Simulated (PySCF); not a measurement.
# A workflow on [C2H2N3]− (SMILES c1c[n-]nn1)

Wanted: a structure relaxation (LC-BLYP/4-31G), then the harmonic vibrations, then a single-point energy (HSE03/3-21G), then the excited states (TDA-PBE0/ccECP-cc-pVTZ) of [C2H2N3]−. Input form: a Python script.

The calculation is run with PySCF 2.14.0.

**1. The structure to begin with**

The species is [C2H2N3]− (7 atoms), meant as a singlet with charge -1. SMILES: `c1c[n-]nn1`. All atoms were displaced at random from a relaxed shape. The run starts from this shape.

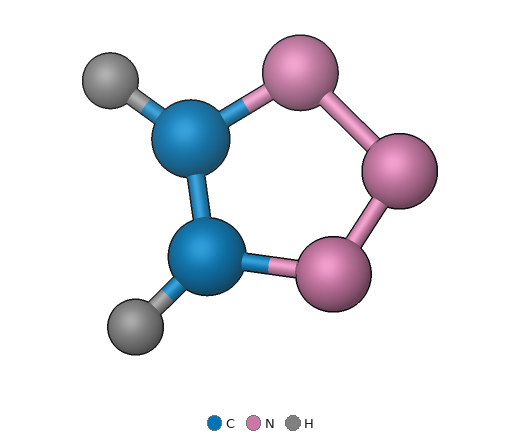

Viewed from a chosen angle; carbon blue, nitrogen pink, hydrogen grey.

**2. A structure relaxation at LC-BLYP/4-31G (Cartesian functions) (run 1)**

input.xyz reads:

```xyz
7
C2H2N3
C     -0.445878     0.685779     0.103954
C      0.482607    -0.057164     0.563997
N      0.752226    -1.099168    -0.246296
N     -0.264310    -0.963780    -1.380117
N     -0.947515     0.085378    -1.041716
H     -0.847910     1.547750     0.569124
H      1.029346    -0.082962     1.467819
```

job.py reads:

```python
# c1c[n-]nn1
from pyscf import gto, dft
from pyscf.geomopt.geometric_solver import kernel as optimise

molecule = gto.Mole()
molecule.atom = 'input.xyz'
molecule.spin = 0
molecule.max_memory = 1860
molecule.charge = -1
molecule.cart = True
molecule.verbose = 4
molecule.basis = '4-31g'
molecule.build()

mf = dft.RKS(molecule, xc='lc_blyp')
converged, mol_eq = optimise(mf, maxsteps=100)
print('converged:', converged)
print(mol_eq.tostring())

mf.reset(mol_eq)
molecule = mol_eq
mf.kernel()
e_tot = mf.e_tot
print('E(%s) = %.9f' % ('LC-BLYP', e_tot))
```

Started as:

```console
$ OMP_NUM_THREADS=1 python job.py
```

The program printed:

```text
PySCF version 2.14.0

[... 87 lines left out ...]
WARN: Mole.unit (angstrom) is changed to Bohr
[... 155 lines left out ...]
converged SCF energy = -240.717492313542
[... 262 lines left out ...]
converged SCF energy = -240.730416237343
[... 260 lines left out ...]
converged SCF energy = -240.730896185003
[... 248 lines left out ...]
converged SCF energy = -240.730971267907
[... 78 lines left out ...]
converged SCF energy = -240.730971267889
E(LC-BLYP) = -240.730971268
```

Run time: 92 s. Hardware: 1 thread of Arm Neoverse V1, shared host; peak memory 0.52 GiB.

The path in brief:

```tsv
step	energy from the first frame kept (eV)	largest force (eV/Å)
0	0.0000	6.6645
1	-0.5156	3.7272
2	-0.7758	1.7642
3	-0.7575	2.2817
4	-0.8673	0.7025
5	-0.8434	0.9455
6	-0.8791	0.2736
7	-0.8803	0.1875
8	-0.8819	0.1082
9	-0.8824	0.0271
10	-0.8824	0.0116
```

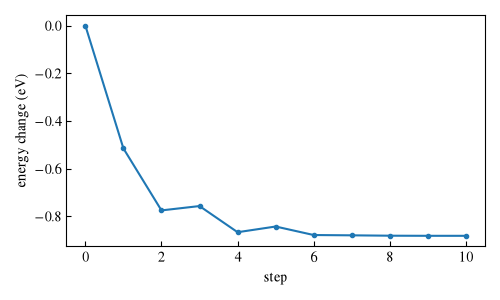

Energy along the run.

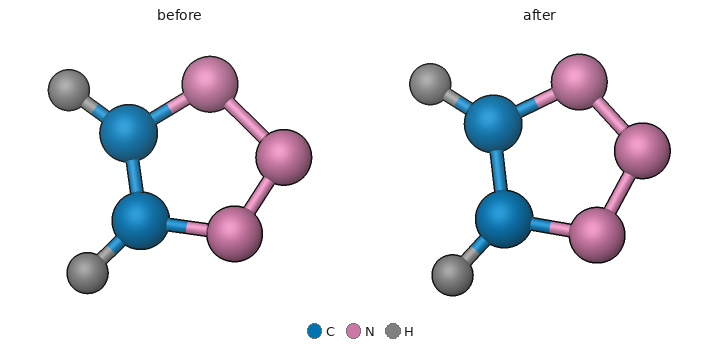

Before and after, at one scale.

After the run. Bond lengths: C1–C2 1.386 Å, C2–N3 1.359 Å, N3–N4 1.363 Å, C1–N5 1.359 Å, N4–N5 1.362 Å, C1–H6 1.083 Å, C2–H7 1.083 Å. Angles: C1–C2–N3 108.1°, C2–C1–N5 108.1°, C2–N3–N4 107.0°, N3–N4–N5 109.9°, C1–N5–N4 107.0°, C1–C2–H7 130.1°, N3–C2–H7 121.8°, C2–C1–H6 130.2°, N5–C1–H6 121.8°.

**3. The harmonic vibrations at LC-BLYP/4-31G (Cartesian functions) (run 2)**

input.xyz reads:

```xyz
7

C     -0.410716     0.961089     0.510218
C      0.604859     0.144851     0.983573
N      0.780550    -0.868763     0.094946
N     -0.119575    -0.674053    -0.912084
N     -0.853746     0.444344    -0.666488
H     -0.836581     1.862455     0.933282
H      1.201983     0.223844     1.883577
```

job.py reads:

```python
from pyscf import gto, dft, symm
from pyscf.hessian import thermo

molecule = gto.M(
    atom='input.xyz',
    charge=-1,
    verbose=4,
    max_memory=1860,
    basis='4-31g',
    cart=True,
)

calc0 = dft.RKS(molecule)
calc0.xc = 'lc_blyp'
calc0.kernel()

energy = calc0.e_tot
print(f'total energy: {energy:.8f} hartree')
hess = calc0.Hessian().kernel()
modes = thermo.harmonic_analysis(molecule, hess)
thermo.dump_normal_mode(molecule, modes)
symm.geom.TOLERANCE = 1e-3  # for the symmetry number
th = thermo.thermo(calc0, modes['freq_au'], 298.15, 101325)
thermo.dump_thermo(molecule, th)
```

Started as:

```console
$ OMP_NUM_THREADS=1 python job.py
```

The program printed:

```text
PySCF version 2.14.0

[... 75 lines left out ...]
converged SCF energy = -240.730966802302
total energy: -240.73096680 hartree
[... 84 lines left out ...]
Gibbs free energy [Eh] -240.71117
```

It took 61 s on 1 thread of Arm Neoverse V1, shared host; peak memory 0.7 GiB.

**4. A single-point energy at HSE03/3-21G (density fitting with cc-pvtz-jkfit) (run 3)**

run.py reads:

```python
from pyscf import gto, dft

mol = gto.Mole()
mol.atom = [
    ('C', (-0.497331, 0.680664, 0.113428)),
    ('C', (0.517918, -0.137435, 0.584270)),
    ('N', (0.691493, -1.149893, -0.306032)),
    ('N', (-0.207882, -0.954173, -1.310848)),
    ('N', (-0.942297, 0.166110, -1.063558)),
    ('H', (-0.921834, 1.581827, 0.538277)),
    ('H', (1.116105, -0.060359, 1.483746)),
]
mol.verbose = 3
mol.basis = '3-21g'
mol.spin = 0
mol.max_memory = 1860
mol.charge = -1
mol.build()

calc0 = dft.RKS(mol, xc='hse03')
calc0 = calc0.density_fit(auxbasis='cc-pvtz-jkfit')
calc0.kernel()

energy = calc0.e_tot
print('E(%s) = %.9f' % ('HSE03', energy))
calc0.analyze()
```

Started as:

```console
$ OMP_NUM_THREADS=1 python run.py
```

The program printed:

```text
converged SCF energy = -240.417984110357
[... 5 lines left out ...]
MO #4   energy= -9.967344699854    occ= 2
[... 8 lines left out ...]
MO #13  energy= -0.208310863812252 occ= 2
[... 8 lines left out ...]
MO #22  energy= 0.345953669147317  occ= 0
[... 8 lines left out ...]
MO #31  energy= 1.00245848251153   occ= 0
[... 8 lines left out ...]
MO #40  energy= 1.43636036673408   occ= 0
[... 8 lines left out ...]
MO #49  energy= 2.96544426000316   occ= 0
[... 9 lines left out ...]
WARN: System has nonzero charge -1; the dipole moment is origin-dependent.
Location of origin: [0. 0. 0.]

Dipole moment(X, Y, Z, Debye):  0.75682,  3.22992,  4.46365
```

Run time: 4.8 s. Hardware: 1 thread of Arm Neoverse V1, shared host; peak memory 0.26 GiB.

**5. The excited states at TDA-PBE0/ccECP-cc-pVTZ (density fitting with cc-pvtz-jkfit, core potential, spin of roots triplet) (run 4)**

run.py reads:

```python
from pyscf import gto, dft, tdscf

mol = gto.M(
    atom='''
C       -0.497331       0.680664       0.113428
C        0.517918      -0.137435       0.584270
N        0.691493      -1.149893      -0.306032
N       -0.207882      -0.954173      -1.310848
N       -0.942297       0.166110      -1.063558
H       -0.921834       1.581827       0.538277
H        1.116105      -0.060359       1.483746
''',
    basis='ccecp-cc-pvtz',
    max_memory=1860,
    verbose=3,
    ecp={'C': 'ccecp', 'N': 'ccecp', 'H': 'ccecp'},
    charge=-1,
)

calc0 = dft.RKS(mol, xc='pbe0')
calc0 = calc0.density_fit(auxbasis='cc-pvtz-jkfit')
calc0.kernel()

etot = calc0.e_tot
print('Final energy', etot)

td = calc0.TDA()
td.nstates = 3
td.singlet = False
td.kernel()
td.analyze()
roots = td.e * 27.211386
```

Started as:

```console
$ OMP_NUM_THREADS=1 python run.py
```

The program printed:

```text
converged SCF energy = -42.3137277188337
Final energy -42.31372771883372
Excitation energies (eV)
[4.8825797  5.1613783  5.18965004]

** Triplet excitation energies and oscillator strengths **
```

It took 5.7 min on 1 thread of Arm Neoverse V1, shared host; peak memory 0.81 GiB.

The roots found:

```tsv
excited state	energy (eV)
1	4.883
2	5.161
3	5.190
```

**6. Summary of results**

| quantity | value |
| --- | --- |
| run 1, LC-BLYP/4-31G: total energy at the end | -240.73097 Eh |
| run 1, LC-BLYP/4-31G: HOMO energy | -3.29 eV |
| run 1, LC-BLYP/4-31G: LUMO energy | 9.36 eV |
| run 1, LC-BLYP/4-31G: HOMO–LUMO gap (to an unbound level, set by the basis) | 12.65 eV |
| run 2, LC-BLYP/4-31G: HOMO energy | -3.28 eV |
| run 2, LC-BLYP/4-31G: lowest harmonic wavenumber | 703 cm⁻¹ |
| run 2, LC-BLYP/4-31G: highest harmonic wavenumber | 3252 cm⁻¹ |
| run 2, LC-BLYP/4-31G: zero-point energy | 120.4 kJ/mol |
| run 3, HSE03/3-21G: total energy | -240.41798 Eh |
| run 3, HSE03/3-21G: HOMO energy | -0.71 eV |
| run 3, HSE03/3-21G: LUMO energy | 6.82 eV |
| run 3, HSE03/3-21G: HOMO–LUMO gap (to an unbound level, set by the basis) | 7.53 eV |
| run 4, TDA-PBE0/ccECP-cc-pVTZ: ground-state or mean-field energy | -42.31373 Eh |
| run 4, TDA-PBE0/ccECP-cc-pVTZ: HOMO energy (PBE0 Kohn–Sham orbitals) | -1.35 eV |
| run 4, TDA-PBE0/ccECP-cc-pVTZ: LUMO energy (PBE0 Kohn–Sham orbitals) | 5.92 eV |
| run 4, TDA-PBE0/ccECP-cc-pVTZ: HOMO–LUMO gap (to an unbound level, set by the basis) | 7.26 eV |
| run 4, TDA-PBE0/ccECP-cc-pVTZ: lowest triplet excitation energy | 4.88 eV |

In words: The program (run 2, LC-BLYP/4-31G) took a symmetry number of 1 where this shape has 2, so the entropy in its output is too high by R ln(2/1) = 1.38 cal/(mol K). The optimisation (run 1, LC-BLYP/4-31G) took 10 steps and changed the energy by -0.882 eV. All 15 modes (run 2, LC-BLYP/4-31G) are real, so the shape is a minimum at this level. For an anion, states without diffuse functions may be basis-held continuum. Roots above 1.3 eV lie over the negative of the HOMO energy, where those of Rydberg kind are poorly described; valence roots are less touched. Mulliken charges (run 4, TDA-PBE0/ccECP-cc-pVTZ) of the mean-field density run from -0.25 on C1 to +0.12 on H6; they depend strongly on the basis.
